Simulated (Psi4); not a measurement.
**[NO2]− (nitrite): OMP2/def2-TZVPPD (density fitting for correlation)**

What is the vertical singlet–triplet gap of [NO2]− (nitrite) at OMP2/def2-TZVPPD (density fitting for correlation)? 

The calculation is run with Psi4 1.11.

1 further run of the same task is left out (it didn't finish).

### 1 Starting point

The species is [NO2]− (3 atoms), meant as a singlet with charge -1. As SMILES, `O=N[O-]`. The coordinates come from a PBE0-D4/def2-TZVPD relaxation.

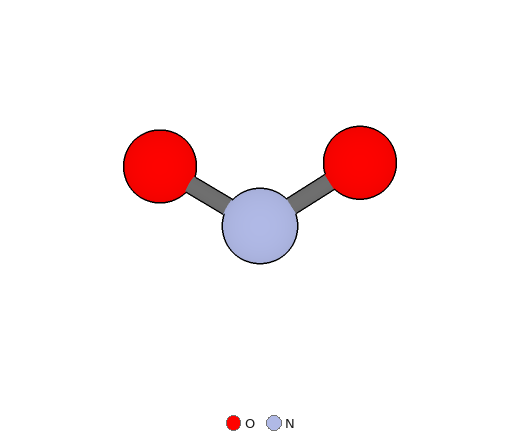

The structure, seen from a chosen angle (oxygen red, nitrogen light blue).

### 2 A single-point energy at OMP2/def2-TZVPPD (density fitting for correlation)

The input, no2.dat:

```
memory 2.2 GB

molecule mol {
  -1 1
  O      0.322840     0.992650     0.287620
  N      0.325750    -0.245400     0.151990
  O     -0.648590    -0.747260    -0.439610
  symmetry c1
}

set {
  basis           def2-TZVPPD
  reference       rhf
  puream          true
  e_convergence   1e-09
  d_convergence   1e-08
  scf_type        pk
  num_frozen_docc 3
}

e_tot, wfn = energy('omp2', return_wfn=True)
```

Run with:

```bash
$ psi4 -i no2.dat -o no2.out -n 1
```

no2.out:

```text
[...]
  Running in c1 symmetry.
[...]
  Nuclear repulsion =   63.552463700874910
[...]
  Multiplicity = 1
[...]
  Nalpha       = 12
  Nbeta        = 12
[...]
    Number of basis functions: 117
[...]
   @RHF iter   1:  -204.06694646013844   -8.40653e-01   4.57185e-03 ADIIS/DIIS
[...]
   @RHF iter  12:  -204.17431270547900   -1.41824e-11   6.92911e-09 DIIS
[...]
    Orbital Energies [Eh]
    ---------------------
    Doubly Occupied:
       1A    -20.320309     2A    -20.320260     3A    -15.494522
       4A     -1.285010     5A     -1.082883     6A     -0.614203
       7A     -0.438631     8A     -0.430664     9A     -0.392608
      10A     -0.213731    11A     -0.189679    12A     -0.154604
[...]
  @RHF Final Energy:  -204.17431270547900
   => Energetics <=
    Nuclear Repulsion Energy =             63.5524637008749096
    One-Electron Energy =                -413.5793402072697518
    Two-Electron Energy =                 145.8525638009158456
    Total Energy =                       -204.1743127054789966
[...]
 Multipole Moments:
 ------------------------------------------------------------------------------------
     Multipole            Electronic (a.u.)      Nuclear  (a.u.)        Total (a.u.)
 ------------------------------------------------------------------------------------
 L = 1.  Multiply by 2.5417464519 to convert [e a0] to [Debye]
 Dipole X            :          0.2046767           -0.0026610            0.2020156
 Dipole Y            :         -0.1406626            0.0018292           -0.1388334
 Dipole Z            :          0.0000000           -0.0000000            0.0000000
 Magnitude           :                                                    0.2451225
[...]
	Warning: cc_lambda option is changed to TRUE
	For this residual convergence, default PCG convergence is:     1.00e-07
[...]
	DF-MP2 Total Energy (a.u.)         :  -204.86590996959580
[...]
	DF-MP2 Total Energy (a.u.)         :  -204.89085063598188
[...]
	DF-OMP2 Total Energy (a.u.)        :  -204.89085063602874
[...]
```

It took 21 s on 1 thread of Intel Xeon Platinum 8259CL at 2.50GHz (Skylake/Cascade Lake), shared host; peak memory 0.55 GiB.

### 3 The triplet at the same level

The input, input.json:

```json
{
 "schema_name": "qcschema_input",
 "schema_version": 1,
 "molecule": {
  "schema_name": "qcschema_molecule",
  "schema_version": 2,
  "symbols": ["O", "N", "O"],
  "geometry": [0.61007918, 1.87583664, 0.54352303, 0.61557829, -0.46373879, 0.28721947, -1.22565747, -1.41211674, -0.8307425],
  "molecular_charge": -1,
  "molecular_multiplicity": 3,
  "fix_symmetry": "c1"
 },
 "driver": "energy",
 "model": {
  "method": "omp2",
  "basis": "def2-TZVPPD"
 },
 "keywords": {
  "reference": "uhf",
  "puream": true,
  "e_convergence": 1e-09,
  "d_convergence": 1e-08,
  "scf_type": "pk",
  "num_frozen_docc": 3,
  "maxiter": 100
 }
}
```

Run with:

```bash
$ psi4 --qcschema input.json -n 1 --memory 2200MB
```

stdout:

```text
[...]
  Running in c1 symmetry.
[...]
  Nuclear repulsion =   63.552463687513523
[...]
  Multiplicity = 3
[...]
  Nalpha       = 13
  Nbeta        = 11
[...]
    Number of basis functions: 117
[...]
   @UHF iter   1:  -203.99379204176086   -7.67498e-01   4.43662e-03 DIIS/ADIIS
[...]
   @UHF iter  17:  -204.10880943680706   -3.15481e-12   3.45080e-09 DIIS
[...]
   @S^2 Observed:                2.052178509E+00
[...]
    Orbital Energies [Eh]
    ---------------------
    Alpha Occupied:
       1A    -20.321702     2A    -20.321674     3A    -15.466636
       4A     -1.306833     5A     -1.104805     6A     -0.685778
       7A     -0.498739     8A     -0.468214     9A     -0.446231
      10A     -0.279787    11A     -0.231302    12A     -0.218081
      13A     -0.091873
    Alpha Virtual:
      14A      0.240466    15A      0.245090    16A      0.287145
      17A      0.293258    18A      0.311284    19A      0.314526
      20A      0.337239    21A      0.426889    22A      0.454759
      23A      0.597115    24A      0.599414    25A      0.658254
[...]
  @UHF Final Energy:  -204.10880943680706
   => Energetics <=
    Nuclear Repulsion Energy =             63.5524636875135229
    One-Electron Energy =                -413.7451828342385625
    Two-Electron Energy =                 146.0839097099179753
    Total Energy =                       -204.1088094368070642
  UHF NO Occupations:
  HONO-2 :   11  A 1.9890911
  HONO-1 :   12  A 1.0000000
  HONO-0 :   13  A 1.0000000
  LUNO+0 :   14  A 0.0109089
  LUNO+1 :   15  A 0.0055524
[...]
 Multipole Moments:
 ------------------------------------------------------------------------------------
     Multipole            Electronic (a.u.)      Nuclear  (a.u.)        Total (a.u.)
 ------------------------------------------------------------------------------------
 L = 1.  Multiply by 2.5417464519 to convert [e a0] to [Debye]
 Dipole X            :          0.2855074           -0.0026610            0.2828464
 Dipole Y            :         -0.1962272            0.0018292           -0.1943980
 Dipole Z            :         -0.0000000           -0.0000000           -0.0000000
 Magnitude           :                                                    0.3432093
[...]
	Warning: cc_lambda option is changed to TRUE
	For this residual convergence, default PCG convergence is:     1.00e-07
[...]
	DF-SCS-MP2 Total Energy (a.u.)     :  -204.73005212972262
	DF-SOS-MP2 Total Energy (a.u.)     :  -204.71634924381462
[...]
	DF-SCS-OMP2 Total Energy (a.u.)    :  -204.74959368446224
	DF-SOS-OMP2 Total Energy (a.u.)    :  -204.68267305948373
	DF-SCS(N)-OMP2 Total Energy (a.u.) :  -204.43133002483464
[...]
	DF-OMP2 Total Energy (a.u.)        :  -204.78265427888232
[...]
```

The result, in JSON:

```text
{
 "driver": "energy",
 "model": {
  "method": "omp2",
  "basis": "def2-TZVPPD"
 },
 "success": true,
 "return_result": -204.78265427888232,
 "properties": {
  "calcinfo_nbasis": 117,
  "calcinfo_nmo": 117,
  "calcinfo_nalpha": 13,
  "calcinfo_nbeta": 11,
  "calcinfo_natom": 3,
  "nuclear_repulsion_energy": 63.55246368751352,
  "return_energy": -204.78265427888232,
  "scf_one_electron_energy": -413.74518283423856,
  "scf_two_electron_energy": 146.08390970991798,
  "scf_dipole_moment": [0.28284639959222235, -0.19439796187932795, -2.375417492558988e-12],
  "scf_total_energy": -204.10880943680706,
  "scf_iterations": 17,
  "mp2_same_spin_correlation_energy": -0.18131015164887004,
  "mp2_opposite_spin_correlation_energy": -0.4673383130827371,
  "mp2_singles_energy": 0.0,
  "mp2_doubles_energy": -0.6486484647316072,
  "mp2_correlation_energy": -0.6486484647315933,
  "mp2_total_energy": -204.75745790153866
 }
}
```

It took 56 s on 1 thread of Intel Xeon Platinum 8259CL at 2.50GHz (Skylake/Cascade Lake), shared host; peak memory 0.55 GiB.

### 4 Summary of results

Level: OMP2/def2-TZVPPD (density fitting for correlation), 3 core orbitals frozen.

```
                                                           quantity          value
                                              singlet: total energy  -204.89085 Eh
                       singlet: HOMO energy (Hartree–Fock orbitals)       -4.21 eV
                       singlet: LUMO energy (Hartree–Fock orbitals)        6.50 eV
     singlet: HOMO–LUMO gap (to an unbound level, set by the basis)       10.71 eV
               singlet: correlation energy (3 core orbitals frozen)     -716.5 mEh
                                              triplet: total energy  -204.78265 Eh
triplet: HOMO energy (Hartree–Fock orbitals) (highest over α and β)       -2.50 eV
 triplet: LUMO energy (Hartree–Fock orbitals) (lowest over α and β)        6.54 eV
               triplet: correlation energy (3 core orbitals frozen)     -673.8 mEh
                         triplet: ⟨S²⟩ of the reference determinant          2.052
                   vertical energy of the triplet above the singlet       2.944 eV
```

At this shape the triplet lies 2.94 eV (284 kJ/mol) above the singlet.
